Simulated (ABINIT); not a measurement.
# GaCuSe2 (I-42d): G0W0 with ABINIT, start to end, part 3 of 3

Aim: the G0W0 gap of GaCuSe2 (I-42d) on PBE, step by step.

ABINIT 10.8.3; PBE and many-body steps on it, plane waves. Known limits of the many-body steps: not at the basis limit; screening runs away on this mesh; d shell near the gap, gap tends to lie low; no spin-orbit coupling; coarse k mesh.

So far. Step 4 (Empty states on the mesh, 2×2×2 mesh, 223 bands): On this mesh the gap is 0.224 eV. Step 5 (Screening, 2×2×2 mesh, 203 bands, screening to 106.1 eV): Local fields lower ε∞ by 9 %. The value itself is an artefact of the mesh, where one narrow direct gap carries too much weight.

In doubt: a PseudoDojo file used here is known to give poor structures and forces, which bears on pressures, cells, forces and phonons.

## (6) Self-energy, 2×2×2 mesh, 203 bands, screening to 106.1 eV

The self-energy is evaluated for the states that the input lists, and the levels follow from it, in one-shot runs by the linearised quasiparticle equation.

This step: G0W0 on PBE, plane waves, norm-conserving pseudopotentials.

File run.abi:

```
acell 3*1.0 Angstrom
rprim 
  -2.809550000000 2.809550000000 5.513000000000
  2.809550000000 -2.809550000000 5.513000000000
  2.809550000000 2.809550000000 -5.513000000000
ntypat 3
znucl 31 29 34
natom 8
typat 1 1 2 2 3 3 3 3
xred 
  0.500000000000 0.500000000000 0.000000000000
  0.250000000000 0.750000000000 0.500000000000
  0.000000000000 0.000000000000 0.000000000000
  0.750000000000 0.250000000000 0.500000000000
  0.375000000000 0.375620000000 0.500620000000
  0.624380000000 0.125000000000 0.999380000000
  0.875000000000 0.874380000000 0.499380000000
  0.125620000000 0.625000000000 0.000620000000
pp_dirpath "pseudos"
pseudos "Ga.upf, Cu.upf, Se.upf"
ecut 50
ngkpt 2 2 2
nshiftk 1
shiftk 0 0 0
kptopt 1
chksymbreak 0
istwfk *1
occopt 1
irdwfk 1
optdriver 4
nband 203
gwcalctyp 0
ecutsigx 50
symsigma 1
nkptgw 1
kptgw 
  0.0000000000 0.0000000000 0.0000000000
bdgw 
  86 90
ecuteps 3.9
irdscr 1
ppmodel 1
indata_prefix "in"
outdata_prefix "out"
tmpdata_prefix "tmp"
gwmem 00
```

Run with:

```console
$ OMP_NUM_THREADS=1 mpirun -n 16 abinit run.abi > log
```

Numbers of over 12 decimals in the logs are rounded to 6 here.

Log:

```text
.Version 10.8.3 of ABINIT. v10.8.2 released Aug 2026.

 Symmetries : space group I-4 2 d (#122); Bravais tI (body-center tetrag.)
[... echo of the input left out ...]
== DATASET  1 ==================================================================
-   mpi_nproc: 16, omp_nthreads: 1 (-1 if OMP is not activated)

--- !DatasetInfo
iteration_state: {dtset: 1, }
dimensions: {natom: 8, nkpt: 4, mband: 203, nsppol: 1, nspinor: 1, nspden: 1, mpw: 19844, }
cutoff_energies: {ecut:  50.0, pawecutdg:  -1.0, }
electrons: {nelect:   1.76000000E+02, charge:   0.00000000E+00, occopt:   1.00000000E+00, tsmear:   1.00000000E-02, }

 SIGMA: Calculation of the GW corrections

 Based on a program developped by R.W. Godby, V. Olevano, G. Onida, and L. Reining.
 Incorporated in ABINIT by V. Olevano, G.-M. Rignanese, and M. Torrent.
.Using double precision arithmetic ; gwpc =  8

[... cell and pseudopotentials left out ...]
--------------------------------------------------------------------------------

 ==== K-mesh for the wavefunctions ====
 Number of points in the irreducible wedge :     4
[... list of points left out ...]
 Together with  8 symmetry operations and time-reversal symmetry
 yields     8 points in the full Brillouin Zone.

 ==== Q-mesh for screening function ====
 Number of points in the irreducible wedge :     4
[... list of points left out ...]
 Together with  8 symmetry operations and time-reversal symmetry
 yields     8 points in the full Brillouin Zone.

 vcoul_init : cutoff-mode = AUXILIARY_FUNCTION
 q-points for optical limit:   1
     1)      0.000010    0.000020    0.000030
 setmesh: FFT mesh size selected  =   180x  180x  180
          total number of points  =      5832000

 Number of electrons calculated from density =  176.0000; Expected =  176.0000
 average of density, n =  0.149829
 r_s =    1.1680
 omega_plasma =   37.3382 [eV]

 === KS Band Gaps ===
  >>>> For spin  1
   Minimum direct gap =   0.2244 [eV], located at k-point      :   0.0000  0.0000  0.0000
   Fundamental gap    =   0.2244 [eV], Top of valence bands at :   0.0000  0.0000  0.0000
                                       Bottom of conduction at :   0.0000  0.0000  0.0000
 SIGMA fundamental parameters:
 PLASMON POLE MODEL  1
 number of plane-waves for SigmaX                19805
 number of plane-waves for SigmaC and W            445
 number of plane-waves for wavefunctions         19805
 number of bands                                   203
 number of independent spin polarizations            1
 number of spinorial components                      1
 number of k-points in IBZ                           4
 number of q-points in IBZ                           4
 number of symmetry operations                       8
 number of k-points in BZ                            8
 number of q-points in BZ                            8
 number of frequencies for dSigma/dE                 9
 frequency step for dSigma/dE [eV]                0.25
 number of omega for Sigma on real axis              0
 max omega for Sigma on real axis  [eV]           0.00
 zcut for avoiding poles [eV]                     0.10

 EPSILON^-1 parameters (SCR file):
 dimension of the eps^-1 matrix on file            445
 dimension of the eps^-1 matrix used               445
 number of plane-waves for wavefunctions         19805
 number of bands                                   203
 number of q-points in IBZ                           4
 number of frequencies                               2
 number of real frequencies                          1
 number of imag frequencies                          1

 matrix elements of self-energy operator (all in [eV])

 Perturbative Calculation

--- !SelfEnergy_ee
iteration_state: {dtset: 1, }
kpoint     : [   0.000,    0.000,    0.000, ]
spin       : 1
KS_gap     :    0.224
QP_gap     :    0.599
Delta_QP_KS:    0.375
data: !SigmaeeData |
     Band     E0 <VxcDFT>   SigX SigC(E0)      Z dSigC/dE  Sig(E)    E-E0       E
       86   5.675 -23.582 -27.497   4.494   0.758  -0.318 -23.142   0.440   6.115
       87   5.675 -23.582 -27.497   4.494   0.758  -0.318 -23.142   0.440   6.115
       88   5.803 -23.857 -27.887   4.618   0.757  -0.321 -23.412   0.445   6.248
       89   6.027 -13.773  -9.748  -3.017   0.813  -0.230 -12.953   0.820   6.847
       90   7.704 -11.977  -8.460  -2.946   0.815  -0.227 -11.512   0.465   8.170

== END DATASET(S) ==============================================================
================================================================================

 -outvars: echo values of variables after computation  --------
           etotal      0.0000000000E+00
            nband         203
             nkpt           4
          spgroup         122
 [... the other variables as echoed above ...]

 Calculation completed.
```

Wall time 58 s (16 MPI ranks of Arm Neoverse V1, shared host); peak memory 19 GiB.

Numbers from this step:

```yaml
g0w0_gap_on_the_points_computed: 0.5990 eV
starting_gap_on_the_mesh: 0.2242 eV
k_of_the_valence_top: 0, 0, 0
k_of_the_conduction_bottom: 0, 0, 0
z_at_the_valence_top: 0.757
z_at_the_conduction_bottom: 0.813
least_direct_g0w0_gap_on_the_computed_points: 0.5990 eV
```

The gap on the mesh goes from 0.22 eV to 0.60 eV, a correction of +0.37 eV.

Limits: finite bands, cutoff and mesh; d shell near the gap, gap tends to lie low; no spin-orbit coupling; coarse k mesh. v1 is the top filled band, c1 the lowest empty one. Levels before and after the correction, in eV, zero at the valence-band top of each column:

```tsv
	conduction bottom	valence top
Kohn-Sham	0.22	0.00
G0W0	0.60	0.00
```

```tsv
	level	energy (eV)
Kohn-Sham	Γ v3-v2	-0.128
Kohn-Sham	Γ v1	0.000
Kohn-Sham	Γ c1	0.224
Kohn-Sham	Γ c2	1.901
G0W0	Γ v3-v2	-0.133
G0W0	Γ v1	0.000
G0W0	Γ c1	0.599
G0W0	Γ c2	1.922
```

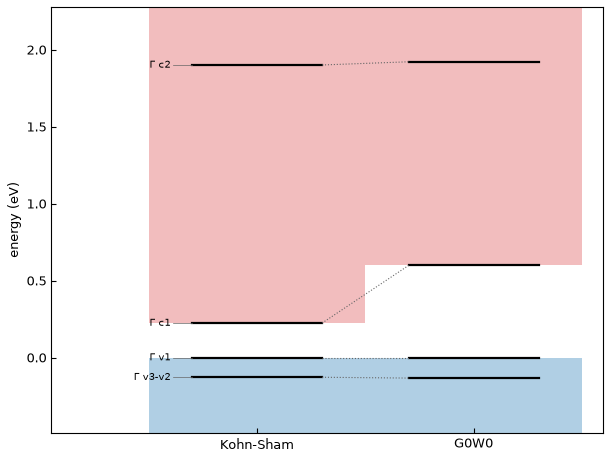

Levels before and after the correction. Shaded: valence and conduction bands.

## (7) Where the time went

Times are wall times on the hardware named with each run, good to a factor of about two.

```tsv
step	time	share	memory (GiB)
ground state	6.4 min	12 %	4.0
bands along the symmetry lines	4.2 min	8 %	3.4
empty states on the mesh	2.1 min	4 %	0.89
screening	39 min	74 %	5.2
self-energy	58 s	2 %	19
```

## (8) Outcome

```json
{
 "PBE gap": "0.22 eV, direct",
 "G0W0 gap on the mesh": "0.60 eV",
 "GW settings": "2×2×2 mesh, 203 bands, screening to 106.1 eV, Godby-Needs plasmon pole",
 "known limits": "not at the basis limit; screening runs away on this mesh; d shell near the gap, gap tends to lie low; no spin-orbit coupling; coarse k mesh"
}
```

In words: G0W0 moves the gap on the mesh from 0.22 eV to 0.60 eV (+0.37 eV), with Z of 0.76 and 0.81 at the edges. Local fields lower the RPA ε∞ on this mesh from 373.77 to 338.84; a Γ-centred mesh this coarse tends to raise both, most where the direct gap is narrow, while a short band sum lowers them. Only 1 of the mesh's irreducible points was corrected, so a valley elsewhere could overtake. The dearest step here is «screening». Against experiment, by G0W0@PBE: the gap of 0.60 eV lies −1.12 eV from the measured 1.72 eV (transport, 2018); the gap of 0.60 eV lies −1.10 eV from the measured 1.7 eV (transport, 2018). The calculation has static nuclei and no excitons; a measured gap holds zero-point and thermal motion, which mostly lowers it. Bands and cutoff are finite, so the gap is not at the basis limit. The miss can reach some tenths of an eV and take either sign; the mesh is an error of its own. In the G0W0 run levels were corrected at 1 k point alone, so a gap called «on the mesh» is the least over those, and an edge elsewhere would be missed. The 2×2×2 mesh is coarse for this cell, which bears on the long-range parts of exchange and screening. On this mesh the RPA ε∞ passes 90, more than nearly any semiconductor shows; a coarse mesh does this where one point with a narrow direct gap carries much weight. The screening is then too strong, and the G0W0 gap should not be taken as the material's. A d shell, filled or nearly so, lies near the gap. One-shot GW converges very slowly in bands there, not always from below, and on a semilocal start the gap tends to come out low; starts rich in exact exchange can overshoot instead. The many-body steps are scalar-relativistic: spin-orbit coupling is not in them.

[Paths, hosts, dates, memory and timing lines, banners, echoed tables and standing remarks are left out of the program output.]

[Logs are printed without paths, hosts, clocks, repeated set-up lines and the standing remarks that a program may print on its own settings, such as how far it seeks lower states.]

[Runs of the session that timed out or met a known fault of the program may be left out.]

[Hosts, paths, dates, database ids (printed as entryN), source tags and the programs' standing remarks are cut or masked in the printed files.]

[G0W0 gaps are taken among the corrected bands and points alone; a level outside them can change the order at an edge.]

[Where Ansatz stands beside ABINIT at settings called matched, ABINIT's density can come from a denser mesh and the files from another edition; pairs whose starting gaps differed by over 0.03 eV were left out, so agreement reads better than it is.]
